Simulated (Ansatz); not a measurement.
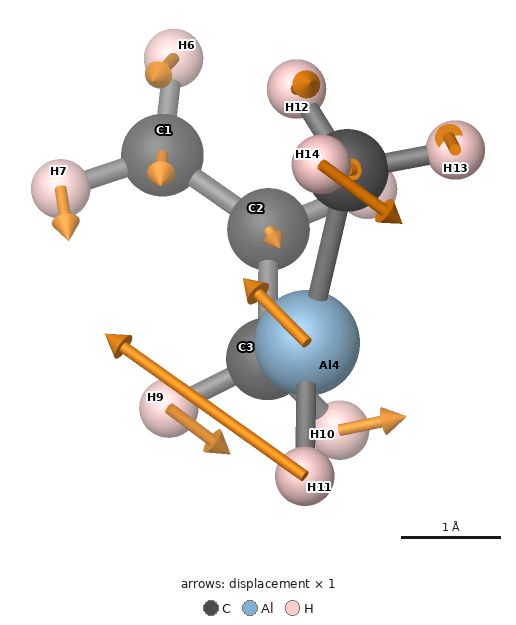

This is a relaxation of C4H9Al. The starting structure is drawn; orange arrows show the displacements, at their true length. The two geometries are superimposed by the best rigid fit.

A ball-and-stick model, seen from a free direction.

The start comes from PBE-D4/def2-SVP.

Theory: RKS PBE0-D4/def2-TZVP (Ansatz 0.2.0).

Input file:
```yaml
crystal:
  periodic: [false, false, false]
  atoms:
    - {symbol: C, position_ang: [-0.609583, 1.462461, -1.676315]}
    - {symbol: C, position_ang: [-0.142593, 0.215127, -1.459890]}
    - {symbol: C, position_ang: [-0.825233, -0.874661, -0.702898]}
    - {symbol: Al, position_ang: [-0.174568, -1.062895, 1.169952]}
    - {symbol: C, position_ang: [1.262097, 0.084109, 1.858755]}
    - {symbol: H, position_ang: [-0.010055, 2.214575, -2.211291]}
    - {symbol: H, position_ang: [-1.610721, 1.772829, -1.330517]}
    - {symbol: H, position_ang: [0.870110, -0.025018, -1.837877]}
    - {symbol: H, position_ang: [-1.923746, -0.699350, -0.626962]}
    - {symbol: H, position_ang: [-0.708494, -1.865720, -1.197950]}
    - {symbol: H, position_ang: [-0.871200, -2.185756, 2.087205]}
    - {symbol: H, position_ang: [1.262184, 1.075459, 1.357275]}
    - {symbol: H, position_ang: [2.252815, -0.378317, 1.642369]}
    - {symbol: H, position_ang: [1.216087, 0.237858, 2.956944]}
basis:
  gaussian: {orbitals: def2-TZVP}
hamiltonian: {xc: pbe0, dispersion: d4}
relax: {f_tol: 0.005, max_steps: 150}
```

Command:
```bash
ansatz run in.yaml --threads 4 --pin off --events-out ev --progress --plain --max-ram 10444MiB
```

**Describe the change and its energy.**

The largest move after the best rigid fit is that of H11, 2.62 Å. Largest moves by element: H 2.62 Å, Al 1.02 Å, C 0.60 Å. Some distances before and after: C1–Al4 3.830 → 2.398 Å, C2–Al4 2.924 → 2.179 Å, C3–Al4 1.992 → 2.057 Å, C2–C3 1.492 → 1.439 Å. New bonds form, among them: C1–Al4 (3.83 → 2.40 Å). Among the angles between lasting bonds that change: C2–C3–Al4 113.4° → 74.8°, Al4–C3–H10 107.4° → 123.9°, H9–C3–H10 105.9° → 114.4°. Groups turn about Al4–C5 by about 105°. Over 51 accepted moves (55 points after the start) the energy falls by 0.295 eV. Largest force component: 0.61 eV/Å at the start, 0.0046 eV/Å at the end. The line search rejected the trial steps at points 19, 40, 43, 44 of the run. The forces were under the threshold at step 51, but the run went on from there.
